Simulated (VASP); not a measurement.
Band structure of NaS (space group R-3m). All values below come from PBEsol GGA, VASP's PBE PAW potentials (set 64) (plane waves; VASP).

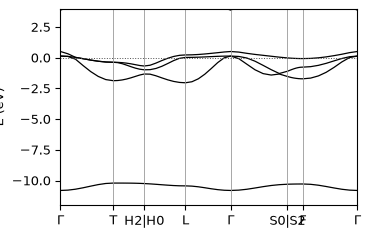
*Bands along high-symmetry lines, zero at the valence-band maximum or, without a gap, the Fermi level*

Question: Read the plot: is there a gap, and where are the band edges?

Answer: It has no gap at this level: it comes out as a metal or semimetal.

The structure comes from a measured NaS entry (R-3m) of the Crystallography Open Database, whose conditions weren't checked. The cell was not relaxed at this level. The electron count is odd and the run is not spin-polarised, which forces a metal.
